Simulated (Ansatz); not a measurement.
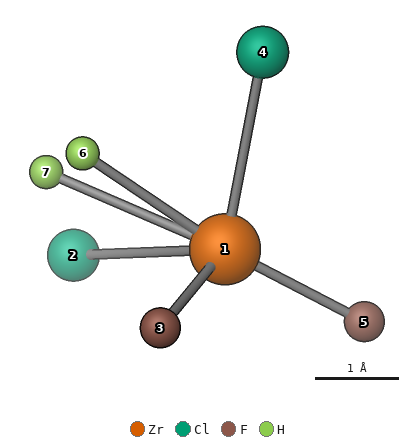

*The starting structure (ball-and-stick view, seen at a tilt; atoms are numbered from 1 in the order of the input). Sticks mark near contacts.*

Bond lengths as drawn: Cl–Zr 2.52 to 2.87 Å, F–Zr 1.98 Å and H–Zr 2.15 to 2.41 Å.

## Geometry relaxation, with input and output: ZrH₂Cl₂F₂

- system: ZrH₂Cl₂F₂
- method: RKS PBE0-D4/def2-SVP (Ansatz 0.2.0)

The input holds or restrains some coordinates. It belongs to a series of runs on one base structure; here: pulled along the bonds that form and break, towards end A. Figures and captions count atoms from 1; the log counts them from 0 in places.

### Input
```yaml
crystal:
  periodic: [false, false, false]
  atoms:
    - { symbol: Zr, position_ang: [0.0, 0.0, 0.0] }
    - { symbol: Cl, position_ang: [0.0, 0.0, 2.87] }
    - { symbol: F, position_ang: [1.8671, 0.0, -0.6593] }
    - { symbol: Cl, position_ang: [-1.1869, 2.0563, -0.8392] }
    - { symbol: F, position_ang: [-0.9326, -1.6157, -0.6593] }
    - { symbol: H, position_ang: [0.806, 1.8744, 0.6779] }
    - { symbol: H, position_ang: [0.669, 1.5558, 1.7104] }
basis:
  gaussian: { orbitals: def2-SVP }
hamiltonian:
  xc: pbe0
  dispersion: d4
relax:
  f_tol: 0.15
  max_steps: 25
  restrain:
    - { distance: [0, 5], at: 3.05, k: 30.0 }
    - { distance: [6, 1], at: 2.57, k: 30.0 }
    - { distance: [0, 1], at: 2.52, k: 30.0 }
    - { distance: [6, 5], at: 0.66, k: 30.0 }
output:
  orbitals: {}
```

Launched with:
```bash
ansatz run input.yaml --threads 2 --pin off --max-ram 3072MiB --backend cpu --events-out ev --progress --plain --runs-dir out
```

### The program's output
```
The last accepted step is kept in [file] (removed where the run ends without a failure and the disk answers)
Engine: ansatz 0.2.0, aarch64-unknown-linux-gnu
Functional definition: PBE0
  parameter a = 0.25
  parameter kappa = 0.804
  parameter beta = 0.06672455060314922
  exchange = (1 - a)*pbe_x(kappa = kappa, mu = beta*pi^2/3) + a*exact_x
  correlation = pbe_c(beta = beta)
1081 factors; integrals over basis functions are off by at most 3.4e-4 eV
mean field evaluation 1: about -31765.8389 eV, gradient 5.4e1 eV
mean field evaluation 2: about -31683.4073 eV, gradient 2.3e2 eV
mean field evaluation 4: about -31771.7426 eV, gradient 6.7e0 eV
mean field evaluation 8: about -31771.8730 eV, gradient 4.4e-1 eV
mean field evaluation 16: about -31771.8735 eV, gradient 5.2e-5 eV
mean field -31771.87353471 eV, -1167.5948166511 hartree, gradient 5.4e-5 eV, S^2 0.000000; 0 other end points of the search recorded, 0 dependent functions left out
the calculation of the forces begins
reference -31771.87359662 eV, -1167.5948189263 hartree; 33, 33 occupied and 72, 72 virtual orbitals, 1081 factors
relax step   1: F+E_penalty+E_count = -31772.03629742 eV  Δ(F+E_penalty+E_count) = +0.000e0 eV  max|allowed force component| = 3.451e0 eV/Å  E_restraint = 20.76729348 eV  max|allowed force component, restraints' pulls added| = 2.443e1 eV/Å  Δτ_max = 0.0000 Å  (30 SCF iters, accepted)
  distance Zr 0 - H 5 = 2.1500 Å
  distance H 6 - Cl 1 = 2.0525 Å
  distance Zr 0 - Cl 1 = 2.8700 Å
  distance H 6 - H 5 = 1.0892 Å
these checks for a lower state are left out or cut short: starts, cluster_reference, orbital_swaps, neighbouring_geometries, increment
1081 factors; integrals over basis functions are off by at most 4.9e-4 eV
mean field -31772.66939674 eV, -1167.6240640412 hartree, gradient 2.0e-5 eV, S^2 0.000000; 0 other end points of the search recorded, 0 dependent functions left out
the calculation of the forces begins
reference -31772.66945793 eV, -1167.6240662902 hartree; 33, 33 occupied and 72, 72 virtual orbitals, 1081 factors
relax step   2: F+E_penalty+E_count = -31772.82322652 eV  Δ(F+E_penalty+E_count) = -7.869e-1 eV  max|allowed force component| = 3.250e0 eV/Å  E_restraint = 8.93708850 eV  max|allowed force component, restraints' pulls added| = 1.310e1 eV/Å  Δτ_max = 0.1948 Å  (38 SCF iters, accepted)
  distance Zr 0 - H 5 = 2.4395 Å
  distance H 6 - Cl 1 = 2.2408 Å
  distance Zr 0 - Cl 1 = 2.7895 Å
  distance H 6 - H 5 = 0.8652 Å
these checks for a lower state are left out or cut short: starts, cluster_reference, orbital_swaps, neighbouring_geometries, increment
1081 factors; integrals over basis functions are off by at most 7.7e-4 eV
mean field evaluation 32: about -31773.0977 eV, gradient 2.7e-5 eV
mean field -31773.09774719 eV, -1167.6398056302 hartree, gradient 2.5e-5 eV, S^2 0.000000; 0 other end points of the search recorded, 0 dependent functions left out
the calculation of the forces begins
reference -31773.09780807 eV, -1167.6398078672 hartree; 33, 33 occupied and 72, 72 virtual orbitals, 1081 factors
relax step   3: F+E_penalty+E_count = -31773.24966452 eV  Δ(F+E_penalty+E_count) = -4.264e-1 eV  max|allowed force component| = 4.884e0 eV/Å  E_restraint = 2.12748719 eV  max|allowed force component, restraints' pulls added| = 8.614e0 eV/Å  Δτ_max = 0.1949 Å  (32 SCF iters, accepted)
  distance Zr 0 - H 5 = 2.7173 Å
  distance H 6 - Cl 1 = 2.4549 Å
  distance Zr 0 - Cl 1 = 2.6379 Å
  distance H 6 - H 5 = 0.7231 Å
these checks for a lower state are left out or cut short: starts, cluster_reference, orbital_swaps, neighbouring_geometries, increment
1081 factors; integrals over basis functions are off by at most 8.2e-4 eV
mean field -31773.83269284 eV, -1167.6668143844 hartree, gradient 1.1e-5 eV, S^2 0.000000; 0 other end points of the search recorded, 0 dependent functions left out
the calculation of the forces begins
reference -31773.83275378 eV, -1167.6668166242 hartree; 33, 33 occupied and 72, 72 virtual orbitals, 1081 factors
relax step   4: F+E_penalty+E_count = -31773.98846954 eV  Δ(F+E_penalty+E_count) = -7.388e-1 eV  max|allowed force component| = 3.427e0 eV/Å  E_restraint = 0.26535186 eV  max|allowed force component, restraints' pulls added| = 3.703e0 eV/Å  Δτ_max = 0.1988 Å  (32 SCF iters, accepted)
  distance Zr 0 - H 5 = 2.9275 Å
  distance H 6 - Cl 1 = 2.5510 Å
  distance Zr 0 - Cl 1 = 2.5136 Å
  distance H 6 - H 5 = 0.7077 Å
these checks for a lower state are left out or cut short: starts, cluster_reference, orbital_swaps, neighbouring_geometries, increment
1081 factors; integrals over basis functions are off by at most 8.6e-4 eV
mean field -31774.26888227 eV, -1167.6828440504 hartree, gradient 1.3e-5 eV, S^2 0.000000; 0 other end points of the search recorded, 0 dependent functions left out
the calculation of the forces begins
reference -31774.26894359 eV, -1167.6828463039 hartree; 33, 33 occupied and 72, 72 virtual orbitals, 1081 factors
relax step   5: F+E_penalty+E_count = -31774.42647259 eV  Δ(F+E_penalty+E_count) = -4.380e-1 eV  max|allowed force component| = 1.517e0 eV/Å  E_restraint = 0.11994977 eV  max|allowed force component, restraints' pulls added| = 1.149e0 eV/Å  Δτ_max = 0.1948 Å  (32 SCF iters, accepted)
  distance Zr 0 - H 5 = 3.0700 Å
  distance H 6 - Cl 1 = 2.6006 Å
  distance Zr 0 - Cl 1 = 2.4583 Å
  distance H 6 - H 5 = 0.7134 Å
these checks for a lower state are left out or cut short: starts, cluster_reference, orbital_swaps, neighbouring_geometries, increment
1081 factors; integrals over basis functions are off by at most 8.5e-4 eV
mean field -31774.29467090 eV, -1167.6837917651 hartree, gradient 1.5e-5 eV, S^2 0.000000; 0 other end points of the search recorded, 0 dependent functions left out
the calculation of the forces begins
reference -31774.29473260 eV, -1167.6837940325 hartree; 33, 33 occupied and 72, 72 virtual orbitals, 1081 factors
relax step   6: F+E_penalty+E_count = -31774.45071719 eV  Δ(F+E_penalty+E_count) = -2.424e-2 eV  max|allowed force component| = 1.422e0 eV/Å  E_restraint = 0.09563111 eV  max|allowed force component, restraints' pulls added| = 2.238e-1 eV/Å  Δτ_max = 0.1296 Å  (32 SCF iters, accepted)
  distance Zr 0 - H 5 = 3.0458 Å
  distance H 6 - Cl 1 = 2.5779 Å
  distance Zr 0 - Cl 1 = 2.4701 Å
  distance H 6 - H 5 = 0.7217 Å
these checks for a lower state are left out or cut short: starts, cluster_reference, orbital_swaps, neighbouring_geometries, increment
1081 factors; integrals over basis functions are off by at most 8.5e-4 eV
mean field -31774.29419733 eV, -1167.6837743617 hartree, gradient 1.5e-5 eV, S^2 0.000000; 0 other end points of the search recorded, 0 dependent functions left out
the calculation of the forces begins
reference -31774.29425903 eV, -1167.6837766293 hartree; 33, 33 occupied and 72, 72 virtual orbitals, 1081 factors
relax step   7: F+E_penalty+E_count = -31774.45016765 eV  Δ(F+E_penalty+E_count) = +5.495e-4 eV  max|allowed force component| = 1.509e0 eV/Å  E_restraint = 0.09188469 eV  max|allowed force component, restraints' pulls added| = 3.505e-2 eV/Å  Δτ_max = 0.0408 Å  (33 SCF iters, accepted)
  distance Zr 0 - H 5 = 3.0476 Å
  distance H 6 - Cl 1 = 2.5764 Å
  distance Zr 0 - Cl 1 = 2.4705 Å
  distance H 6 - H 5 = 0.7202 Å
1081 factors; integrals over basis functions are off by at most 8.5e-4 eV
mean field evaluation 64: about -31769.8550 eV, gradient 5.0e1 eV
```

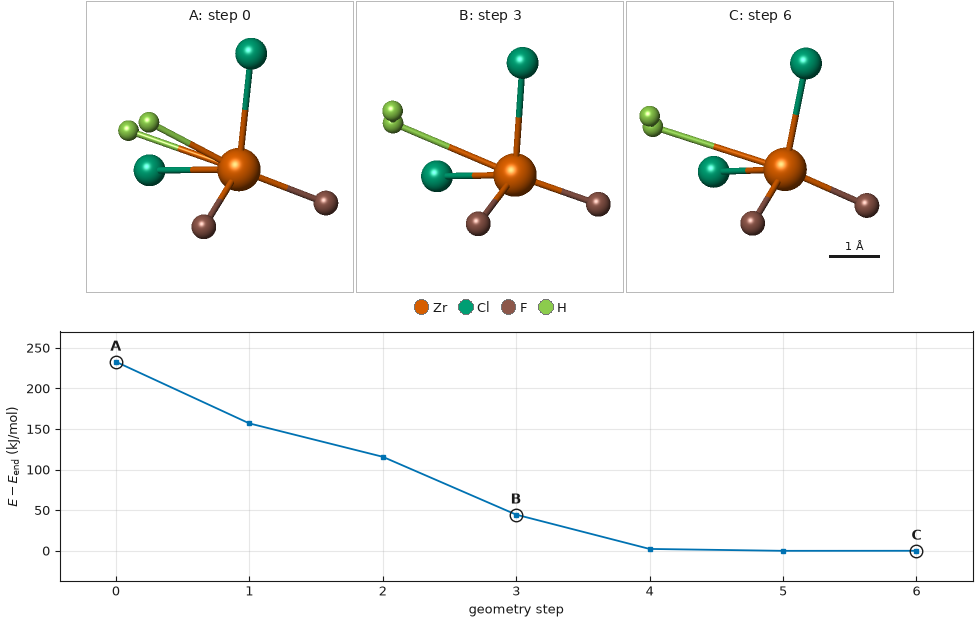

*Frames of the restrained relaxation (ball-and-stick view, seen at a tilt) above the curves, on which the letters mark them (the first geometry is step 0 here and step 1 in the log).*

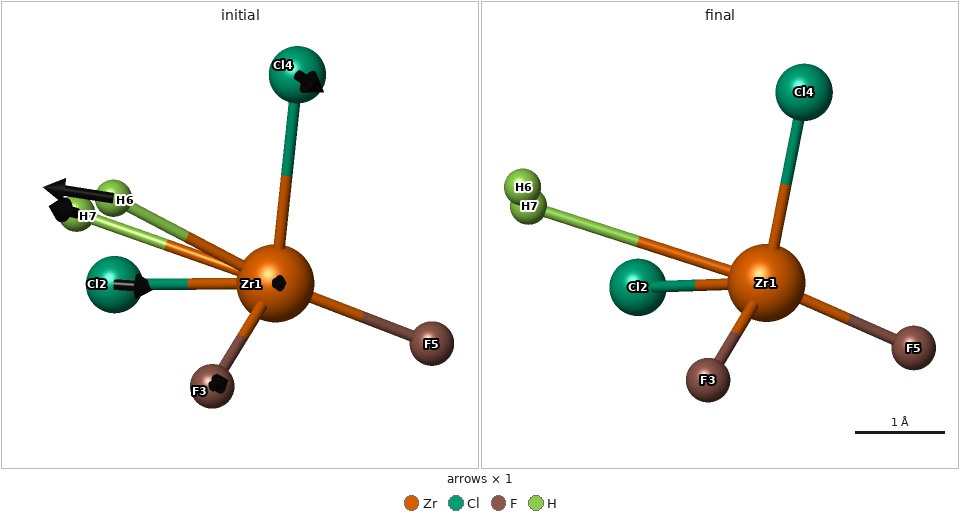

*Before (left) and after (right) the restrained relaxation, at one scale (ball-and-stick view, seen at a tilt). The black arrows give the displacements, at true length.*

The largest move after the best rigid fit is that of H6, 0.81 Å. By element the largest moves are H 0.81 Å, Cl 0.50 Å, F 0.26 Å, Zr 0.17 Å. Among the contacts that change: Zr1–H6 2.150 → 3.048 Å, Zr1–H7 2.407 → 2.819 Å, Zr1–Cl2 2.870 → 2.470 Å, H6–H7 1.089 → 0.720 Å. New bonds form: H6–H7 (1.09 → 0.72 Å). Bonds break: Zr1–H6 (2.15 → 3.05 Å). Among the angles that change: Cl2–Zr1–H7 44.7° → 57.9°, F5–Zr1–H7 153.6° → 165.4°, F3–Zr1–H7 88.5° → 80.1°. The energy falls by 232.9 kJ/mol in 6 geometry steps. The largest force component goes from 3.5 to 1.5 eV/Å. (Atoms are counted from 1 in the order of the input.)

```
mean field -31774.29419733 eV, -1167.6837743617 hartree, gradient 1.5e-5 eV, S^2 0.000000; 1 other end points of the search recorded, 0 dependent functions left out
the calculation of the forces begins
reference -31774.29425903 eV, -1167.6837766293 hartree; 33, 33 occupied and 72, 72 virtual orbitals, 1081 factors
Total energy: -31774.45022936 eV, -1167.6895084329 hartree
Atom 0 at    -0.127392    -0.108846     0.015494 Å, force    -0.016101    -0.035341     1.508960 eV/Å
Atom 1 at    -0.207959    -0.208417     2.482665 Å, force    -0.050915    -0.093739    -1.413121 eV/Å
Atom 2 at     1.635935    -0.089155    -0.635982 Å, force     0.023289     0.020902    -0.005638 eV/Å
Atom 3 at    -1.353190     1.652630    -0.892859 Å, force    -0.018835     0.014837    -0.007846 eV/Å
Atom 4 at    -0.890630    -1.690669    -0.645664 Å, force    -0.005077     0.003536     0.008563 eV/Å
Atom 5 at     1.202672     2.391160     1.141833 Å, force     0.581075     1.118231    -1.274234 eV/Å
Atom 6 at     0.963163     1.924098     1.635014 Å, force    -0.513435    -1.028426     1.183315 eV/Å
Dipole moment:     0.057979     0.102542    -0.091786 e Å
```

### Trajectory as extended XYZ (Å, eV, eV/Å), 7 frames, from step=1 to step=7
```
7
Properties=species:S:1:pos:R:3:forces:R:3 step=1 energy=-31772.03630
Zr    0.0000    0.0000    0.0000    0.6822   0.6694   0.5897
Cl    0.0000    0.0000    2.8700   -0.0860  -0.1579  -2.4530
F     1.8671    0.0000   -0.6593   -2.6084  -0.2597   0.7370
Cl   -1.1869    2.0563   -0.8392    0.7380  -2.0183   0.3752
F    -0.9326   -1.6157   -0.6593    1.1043   1.9213   0.7911
H     0.8060    1.8744    0.6779   -0.2105  -0.6176   3.4109
H     0.6690    1.5558    1.7104    0.3804   0.4627  -3.4509
7
Properties=species:S:1:pos:R:3:forces:R:3 step=2 energy=-31772.82323
Zr   -0.0447   -0.1209    0.0319    1.9463   3.2499   1.2643
Cl   -0.0305   -0.0706    2.8209   -0.2438  -0.5645  -2.6545
F     1.8377   -0.0038   -0.6506   -2.9012  -0.5027   0.9248
Cl   -1.1784    2.0337   -0.8341    0.8087  -2.3621   0.5759
F    -0.9326   -1.6165   -0.6589    0.1169   0.0862   0.0600
H     0.8627    2.0056    0.8104   -0.2593  -0.7356   1.7688
H     0.7084    1.6434    1.5808    0.5324   0.8287  -1.9393
7
Properties=species:S:1:pos:R:3:forces:R:3 step=3 energy=-31773.24966
Zr   -0.0811   -0.2218    0.0782    2.5559   4.8843   1.5160
Cl   -0.0738   -0.1731    2.7156   -0.2053  -0.5158  -2.5305
F     1.7749   -0.0198   -0.6283   -2.6102  -0.6650   0.9460
Cl   -1.1591    1.9737   -0.8170    0.7435  -2.4149   0.6993
F    -0.9427   -1.6384   -0.6678   -0.7354  -1.3974  -0.6264
H     0.9289    2.1601    0.9090    0.3982   0.8332  -1.3887
H     0.7755    1.7900    1.5110   -0.1467  -0.7245   1.3843
7
Properties=species:S:1:pos:R:3:forces:R:3 step=4 energy=-31773.98847
Zr   -0.1071   -0.2257    0.0809    1.5582   3.4266   1.1498
Cl   -0.1029   -0.2389    2.5945   -0.1553  -0.3291  -1.8621
F     1.7009   -0.0536   -0.6011   -1.5219  -0.4754   0.5737
Cl   -1.1342    1.8598   -0.7872    0.4215  -1.7042   0.4885
F    -0.9566   -1.6690   -0.6725   -0.5282  -1.0373  -0.4397
H     1.0012    2.3275    0.9880    0.6189   1.4221  -1.6698
H     0.8213    1.8707    1.4978   -0.3933  -1.3027   1.7596
7
Properties=species:S:1:pos:R:3:forces:R:3 step=5 energy=-31774.42647
Zr   -0.1310   -0.1743    0.0253    0.7012   0.5913   1.5171
Cl   -0.1515   -0.2418    2.4826   -0.1130  -0.1596  -1.3120
F     1.6470   -0.0876   -0.6173   -0.3033  -0.1496   0.0904
Cl   -1.2180    1.6895   -0.8310   -0.1977   0.0427  -0.0830
F    -0.9595   -1.6942   -0.6646   -0.1981  -0.4317  -0.1824
H     1.1195    2.4166    1.0970    0.5958   1.2826  -1.4903
H     0.9160    1.9627    1.6084   -0.4848  -1.1757   1.4603
7
Properties=species:S:1:pos:R:3:forces:R:3 step=6 energy=-31774.45072
Zr   -0.1125   -0.1181    0.0181   -0.2132  -0.0560   1.4221
Cl   -0.1818   -0.2252    2.4849   -0.0533  -0.0875  -1.4195
F     1.6514   -0.0972   -0.6294    0.0396  -0.0143  -0.0258
Cl   -1.3262    1.6569   -0.8943    0.0366  -0.0524   0.0402
F    -0.9290   -1.6795   -0.6452    0.1190   0.1228   0.0664
H     1.1664    2.4093    1.1378    0.4970   1.1077  -1.2215
H     0.9543    1.9246    1.6285   -0.4256  -1.0204   1.1381
7
Properties=species:S:1:pos:R:3:forces:R:3 step=7 energy=-31774.45017
Zr   -0.1274   -0.1088    0.0155   -0.0161  -0.0353   1.5090
Cl   -0.2080   -0.2084    2.4827   -0.0509  -0.0937  -1.4131
F     1.6359   -0.0892   -0.6360    0.0233   0.0209  -0.0056
Cl   -1.3532    1.6526   -0.8929   -0.0188   0.0148  -0.0078
F    -0.8906   -1.6907   -0.6457   -0.0051   0.0035   0.0086
H     1.2027    2.3912    1.1418    0.5811   1.1182  -1.2742
H     0.9632    1.9241    1.6350   -0.5134  -1.0284   1.1833
```

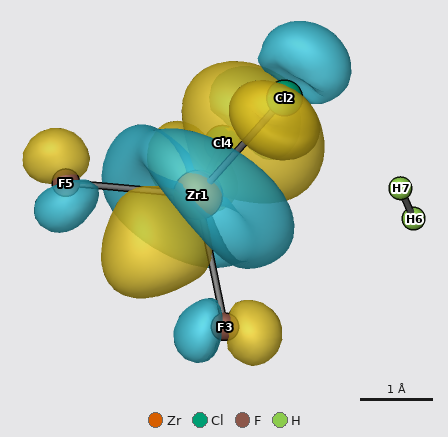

*The LUMO at ±0.1 Å⁻³ᐟ² (yellow and cyan are the two phases), seen from the side.*

It lies mainly on Zr1 (75 %), Cl4 (10 %) and Cl2 (10 %). Its energy is −2.30 eV.

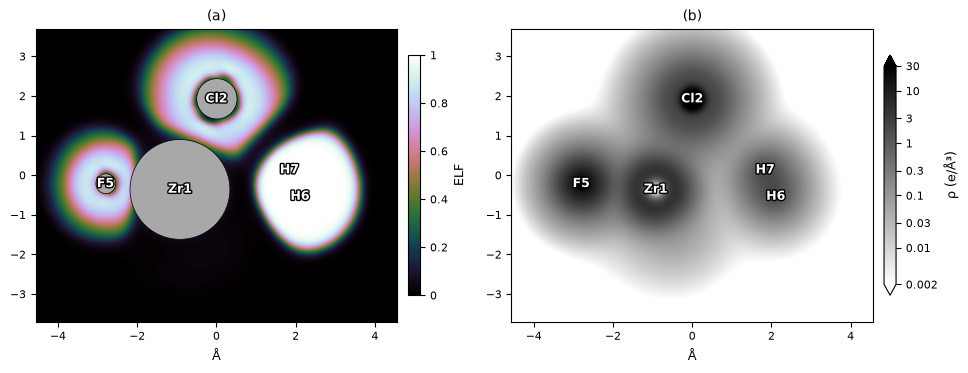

*(a) ELF; (b) electron density on the plane of atoms Cl2, Zr1 and F5. Grey discs, where drawn, cover atomic cores.*

H–H (0.72 Å): ρ at the midpoint is about 1.8 e/Å³; the ELF is about 1 at the midpoint; a covalent bond by its length.

### Key numbers

```csv
quantity,value
outcome,converged under the restraints of the input
total energy,−31774.4502 eV
mean-field energy,−31774.2943 eV
"largest force (length of the vector) at the end, held atoms and coordinates included",1.792 eV/Å
hardware,"2 threads of Arm Neoverse V2, 24 GiB of memory available, shared host"
wall time,26 s (CPU time 51 s)
peak memory,0.25 GiB
```
